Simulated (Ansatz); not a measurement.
## Two runs on InHBr

System: InHBr, multiplicity 2.
Method of the first run: UKS SPW92/def2-TZVPP (Ansatz 0.2.0).

The geometry comes from this level: PBE0-D4/def2-TZVP. Text and figures count atoms from 1; the logs count them from 0 in places.

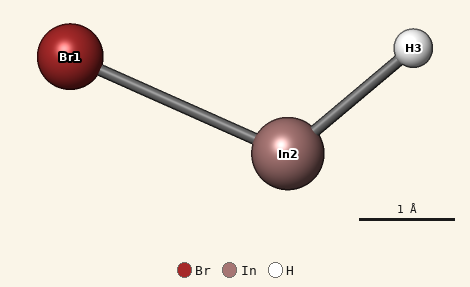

Figure 1. The input geometry (ball-and-stick view, seen at a tilt; atoms are numbered from 1 in the order of the input). Sticks mark near contacts. Bond lengths as drawn: Br–In 2.51 Å and H–In 1.77 Å.

The input, the first run:
```yaml
crystal:
  periodic: [false, false, false]
  atoms:
    - {symbol: Br, position_ang: [1.752367, -0.309284, 0.917020]}
    - {symbol: In, position_ang: [-0.424622, -0.617753, -0.295299]}
    - {symbol: H, position_ang: [-1.338743, 0.862238, -0.635021]}
basis:
  gaussian: {orbitals: def2-TZVPP}
magnetization: {spin_polarized: true, initial_magnetization: 1}
hamiltonian: {xc: lda}
output: {orbitals: {seedname: orbitals}}
```

Hardware: 2 CPU threads, shared host.

Output (the first run):
```
Functional definition: SPW92
  exchange = slater_x
  correlation = pw_c
823 factors; their error is unknown
mean field evaluation 1: about -75129.9712 eV, gradient 1.6e1 eV
mean field evaluation 2: about -75126.8554 eV, gradient 2.7e1 eV
mean field evaluation 4: about -75131.2701 eV, gradient 2.2e0 eV
mean field evaluation 8: about -75131.2994 eV, gradient 4.7e-2 eV
mean field evaluation 16: about -75131.2743 eV, gradient 2.8e-5 eV
mean field -75131.27429771 eV, -2761.0234046341 hartree, gradient 2.8e-5 eV, S^2 0.752244; 0 other end points of the search recorded, 0 dependent functions left out
reference -75131.27433782 eV, -2761.0234061082 hartree; 29, 28 occupied and 83, 84 virtual orbitals, 823 factors
Total energy: -75131.27433782 eV, -2761.0234061082 hartree
```

For the second run the input was changed thus:
```diff
-hamiltonian: {xc: lda}
+hamiltonian: {xc: {name: B97M-V}}
```

How does the second run compare with the first run?

The total energies belong to different methods, so their difference says nothing on which is more stable or more accurate. The LUMO goes from −4.58 to −4.46 eV.

Output (the second run):
```
Functional definition: B97M-V
  parameter cx00 = 1.000
  parameter cx01 = 1.308
  parameter cx02 = 1.901
  parameter cx10 = 0.416
  parameter cx11 = 3.070
  parameter css00 = 1.000
  parameter css02 = -1.855
  parameter css10 = -5.668
  parameter css32 = -20.497
  parameter css42 = -20.364
  parameter cos00 = 1.000
  parameter cos01 = 1.573
  parameter cos03 = -6.298
  parameter cos10 = 2.535
  parameter cos32 = -6.427
  parameter b = 6.0
  parameter c = 0.01
  gx(w, u) = cx00 + cx01*u + cx02*u^2 + (cx10 + cx11*u)*w
  gss(w, u) = css00 + css02*u^2 + css10*w + (css32*w^3 + css42*w^4)*u^2
  gos(w, u) = cos00 + cos01*u + cos03*u^3 + cos10*w + cos32*w^3*u^2
  exchange = spin_sum(e_x_unif_s*gx(b97_w, b97_u_x))
  correlation = spin_sum(e_c_pw_mod_same_spin*gss(b97_w, b97_u_same))
      + integral(e_c_pw_mod_opposite_spin*gos(b97_w_opposite, b97_u_opposite)) + vv10(b, c)
823 factors; their error is unknown
mean field evaluation 1: about -75223.2894 eV, gradient 1.3e1 eV
mean field evaluation 2: about -75221.1481 eV, gradient 2.3e1 eV
mean field evaluation 4: about -75224.5479 eV, gradient 1.8e0 eV
mean field evaluation 8: about -75224.5684 eV, gradient 3.4e-2 eV
mean field evaluation 16: about -75224.5431 eV, gradient 9.8e-5 eV
mean field -75224.54308082 eV, -2764.4509691934 hartree, gradient 3.7e-5 eV, S^2 0.752864; 0 other end points of the search recorded, 0 dependent functions left out
reference -75224.54314697 eV, -2764.4509716246 hartree; 29, 28 occupied and 83, 84 virtual orbitals, 823 factors
Total energy: -75224.54314697 eV, -2764.4509716246 hartree
```

The two runs side by side:

| quantity | the first run | the second run |
| --- | --- | --- |
| outcome | converged | converged |
| total energy (hartree) | −2761.023406 | −2764.450972 |
| HOMO (eV) | −5.35 | −5.31 |
| LUMO (eV) | −4.58 | −4.46 |
| ⟨S²⟩ | 0.752 | 0.753 |
| basis functions | 112 | 112 |
| wall time (shared host) | 0.8 s | 4.6 s |
